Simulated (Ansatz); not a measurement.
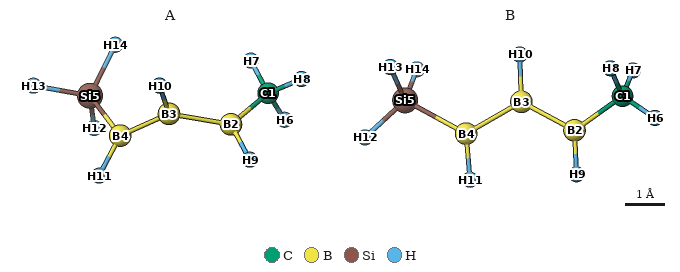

Two geometries of CH9B3Si, drawn at one scale. One is the start of a relaxation, the other its converged end. The picture is a ball-and-stick view, seen from a free direction.

The calculation used RKS B3LYP/6-31G in Ansatz 0.2.0. (no spin polarisation; force threshold 0.015 eV/Å; at most 40 steps)

Q: Which of the two is the end point?

A: Structure A is the relaxed one. The run prepares an end point of a later path (torsion) calculation, from a guessed geometry. Over 31 geometry steps the energy falls by 2.122 eV. Largest force component: 2.2 eV/Å at the start, 0.0062 eV/Å at the end. The atom that moves furthest after the best rigid fit is H10 (2.38 Å). Largest moves by element: H 2.38 Å, B 1.28 Å, C 0.89 Å, Si 0.73 Å. Near-neighbour distances that change, for instance: B4–Si5 1.892 → 2.043 Å, Si5–H12 1.437 → 1.509 Å, B3–B4 1.686 → 1.618 Å, B2–H9 1.145 → 1.207 Å. Bond angles that change, for instance: B3–B4–H11 114.4° → 123.8°, C1–B2–B3 118.5° → 127.3°, Si5–B4–H11 122.0° → 114.9°. Groups turn about B2–B3 by about 95°, B3–B4 by about 90°, B4–Si5 by about 60°.
